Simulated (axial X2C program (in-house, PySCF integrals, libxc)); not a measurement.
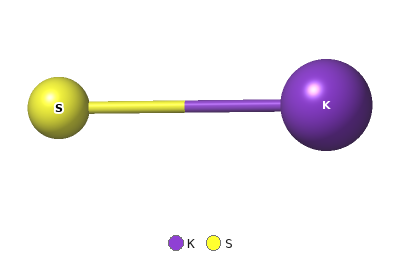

Figure 1. The molecule at the reference distance of 2.828 Å.

## Relativistic diatomic calculation, with input and output: KS

- system: KS, single determinant with Ω = 1/2.
- method: HF, two-component X2C with atomic mean-field Coulomb and Gaunt terms, K dyall-v3z, S dyall-v3z (cores contracted) (axial X2C program (in-house, PySCF integrals, libxc))

**The input**
```
{"zs": [19, 16], "q": 0, "bas": ["dyall-v3z", "dyall-v3z"], "levels": ["PBE0", "HF", "TPSS", "PBE"], "cc": false, "r0": 2.87, "npts": 10, "nst": 2, "ntry": 6, "opt": {"pick": 2}}
```

The line is the task of a batch: nuclear charges, charge, bases, the levels to run, a first guess of the distance and further settings. This report covers HF with spin-orbit coupling. The log is that of the reference distance 2.828 Å.

Launched within a batch (the task file carries these settings):
```bash
python <driver script> task.json out
```

**Log**
```
two-component X2C + atomic mean field  HF
basis functions 127  fitting functions 649  grid points 5085
iter        total energy     max residual
   1       -999.858575548     1.38e-01
   2       -999.871059231     4.35e-03
   3       -999.871492484     1.38e-03
   4       -999.871585883     5.11e-04
   5       -999.871617477     3.21e-04
   6       -999.871631772     1.67e-04
   7       -999.871638949     1.54e-04
   8       -999.871642250     1.43e-04
   9       -999.871647004     1.24e-04
  10       -999.871654418     8.79e-05
  11       -999.871661188     2.56e-05
  12       -999.871661831     6.34e-06
  13       -999.871661843     1.53e-06
  14       -999.871661844     6.11e-07
converged
one-electron -1490.52918854  Coulomb 491.98187961  exact exchange -58.03494986  xc functional 0.00000000  nuclear repulsion 56.88467897  atomic mean-field constant -0.17408203
```

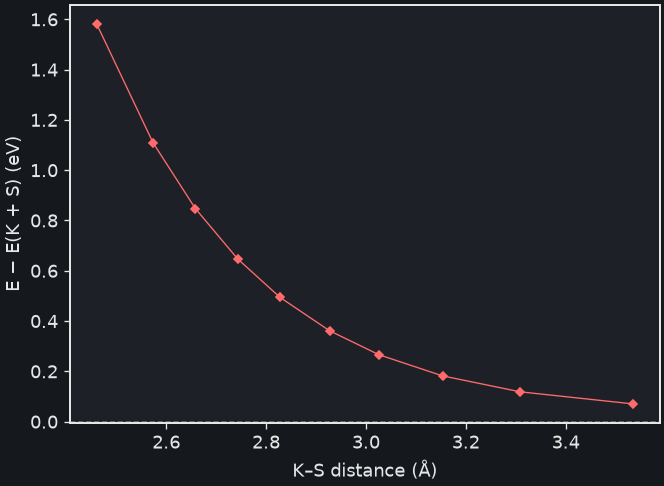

Figure 2. Energy at 10 bond lengths, for one set of occupations held fixed; the line joins the points. The lowest point is at 3.54 Å, the end of the range, so no minimum is bracketed. The whole curve lies above K + S, so the molecule isn't bound against them at this level.

**What the run reported**

```
 quantity                      value
  outcome                  converged
 hardware  1 CPU thread, shared host
wall time                      3.5 s
```

**What is odd here**

This input holds a deliberate oddity: excited determinant (pick = 2.0). The program ran to the end. Its numbers are those of the input as typed; this run alone doesn't show how far the oddity moves them. Hartree–Fock lacks correlation, so it usually binds too weakly.
